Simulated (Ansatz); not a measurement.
System: FH₃OSi···H₂.

```yaml
atoms:
  - { symbol: Si, position_ang: [-0.0525, -0.3147, -0.7287] }
  - { symbol: H, position_ang: [1.2368, 0.1321, 3.2712] }
  - { symbol: H, position_ang: [1.2746, 0.3468, -0.8900] }
  - { symbol: O, position_ang: [-1.1794, 0.9096, -0.7174] }
  - { symbol: H, position_ang: [-2.1130, 0.6367, -0.7447] }
  - { symbol: H, position_ang: [-0.3469, -1.3468, -1.7789] }
  - { symbol: F, position_ang: [-0.0587, -1.1279, 0.6990] }
  - { symbol: H, position_ang: [0.9097, -0.2274, 2.6750] }
```

Level of theory: RKS PBE-D4/def2-SVP (Ansatz 0.2.0).

What will maps of the electron density and electron localisation function show?

Si–F (1.64 Å): ρ at the midpoint is about 0.96 e/Å³; the ELF peaks at about 0.85 in the valence shell of F, 0.6 Å from its nucleus, and is about 0.40 at the midpoint.
Si–O (1.66 Å): the density is about 1.1 e/Å³ at the midpoint; the ELF peaks at about 0.85 between the atoms, as expected for a shared but strongly polarised pair.

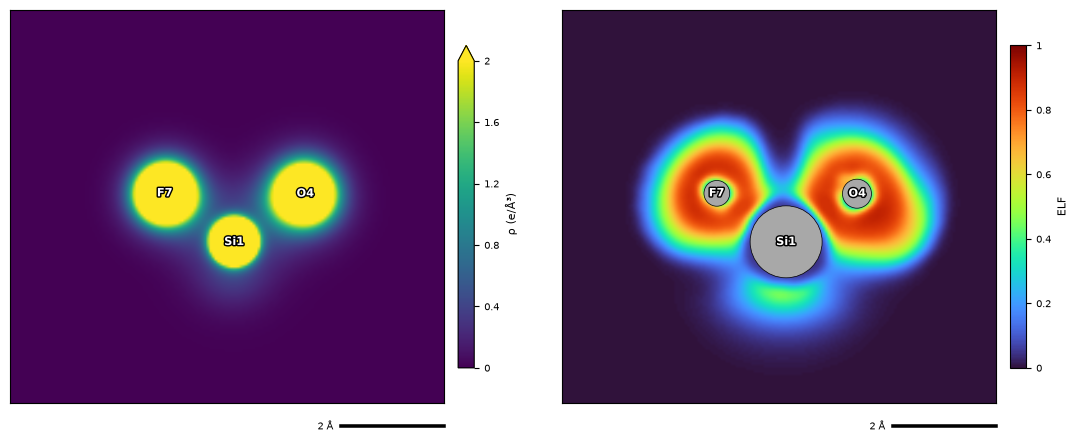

Computed electron density and electron localisation function on the plane of atoms O4, Si1 and F7, in this order. Grey discs cover the atomic cores in the ELF map. 
